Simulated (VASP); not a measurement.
Band structure of RuB (relaxed from the zinc blende structure, space group F-43m). Calculation: PBEsol GGA, VASP's PBE PAW potentials (set 64) (plane waves; VASP).

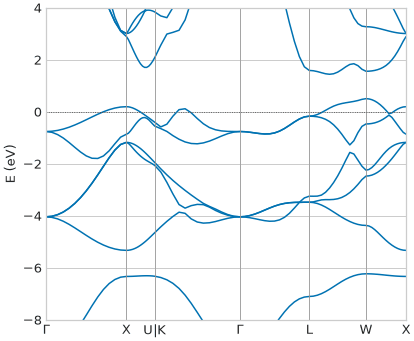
Fig. 1. Bands along high-symmetry lines, zero at the valence-band maximum or, without a gap, the Fermi level

Task: Read the plot: is there a gap, and where are the band edges?

Result: It has no gap at this level: it comes out as a metal or semimetal. (Edges off the drawn lines would not show.)

The structure was generated: RuB was put into the zinc blende type (F-43m), which need not be its known phase. It was relaxed first, which changed the volume by -34 %. The electron count is odd and the run is not spin-polarised, which forces a metal.
